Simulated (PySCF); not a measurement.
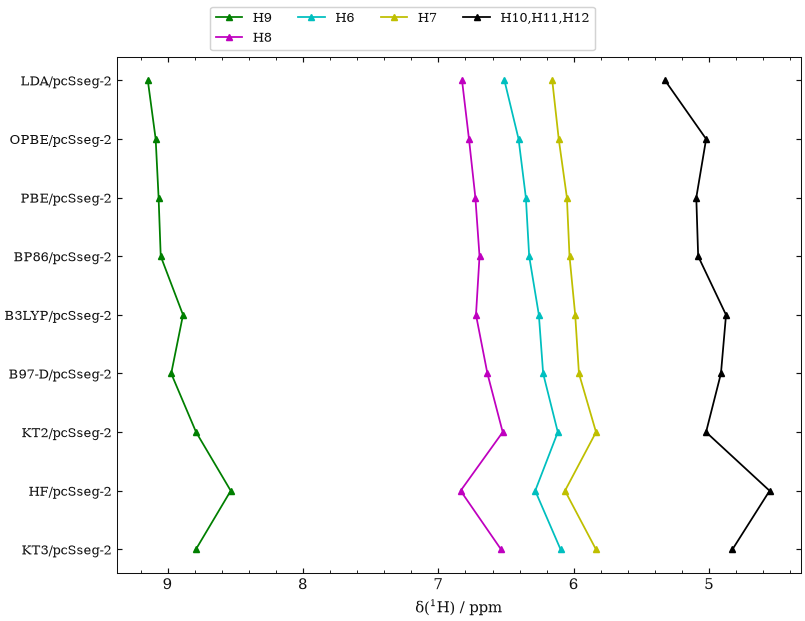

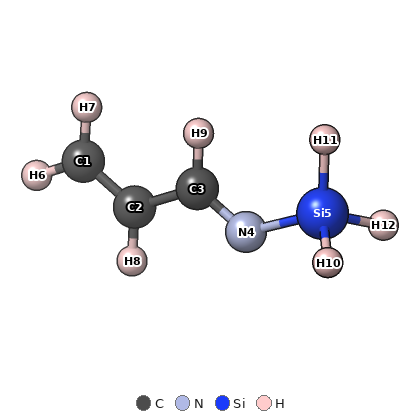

GIAO ¹H shifts of C₃H₇NSi, SMILES C=C/C=N/[SiH3] at several levels, one geometry, PySCF, at a PBE0-D3(BJ)/def2-SVP geometry (no frequency check); values of one conformer, averaged over methyl-type rotors and exact or near symmetry; other conformers aren't averaged in; each against TMS at the same level.

Q: How much does each signal move over these levels?

A:
```csv
atoms,lowest,highest,spread (ppm)
H9,8.53,9.15,0.61
H8,6.52,6.84,0.31
H6,6.10,6.51,0.41
H7,5.84,6.16,0.32
"H10, H11, H12",4.55,5.33,0.77
```

Q: Do all levels give the signals in the same order?

A: Yes, the order of the signals is the same at every level.
